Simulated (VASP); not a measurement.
Band structure of Hf₃VN₄ (ordered alloy cell). Computed with PBEsol GGA, VASP's PBE PAW potentials (set 64) (plane waves; VASP 6.6.1).

Unless said otherwise, spin-orbit coupling is left out, though it shifts the bands of the heavy elements here.

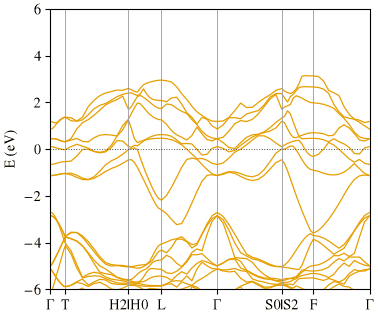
Figure: Bands along high-symmetry lines, zero at the valence-band maximum or, without a gap, the Fermi level

Problem. Read the plot: is there a gap, and where are the band edges?

Solution. It has no gap at this level: it comes out as a metal or semimetal. (Edges off the drawn lines would not show.)

The structure was generated: Hf3VN4 was put into an ordered model structure (R-3m), which need not be its known phase. It was relaxed first. The run is not spin-polarised, so no magnetic state was tried. The electron count is odd and the run is not spin-polarised, which forces a metal.
